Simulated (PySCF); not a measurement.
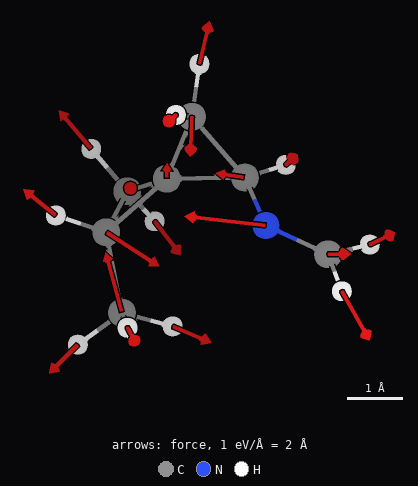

Starting geometry of C$_{7}$H$_{11}$N with the computed forces as red arrows. The picture is a ball-and-stick view, seen at a tilt.

The start comes from GFN2-xTB.

All numbers below come from PySCF, PBE0-D3(BJ)/def2-SVP geometry optimisation, gas phase. 

**Is this structure relaxed? If not, where do the atoms go?**

It isn't relaxed: the largest force vector, on the N atom, is 0.83 eV/Å. The final displacements follow the starting forces only in part (cosine between the two patterns 0.39). The largest move after the best rigid fit is that of the N atom, 0.058 Å. Largest moves by element: N 0.058 Å, H 0.051 Å, C 0.023 Å. Among the contacts that change: C–H 1.081 → 1.095 Å, C–N 1.399 → 1.411 Å, C–H 1.097 → 1.108 Å, C–N 1.254 → 1.265 Å. Bond angles that change, for instance: C–C–C 137.0° → 135.0°. The energy falls by 5.33 kJ/mol in 3 geometry steps. The run took of the order of 50 core-seconds on a shared host.
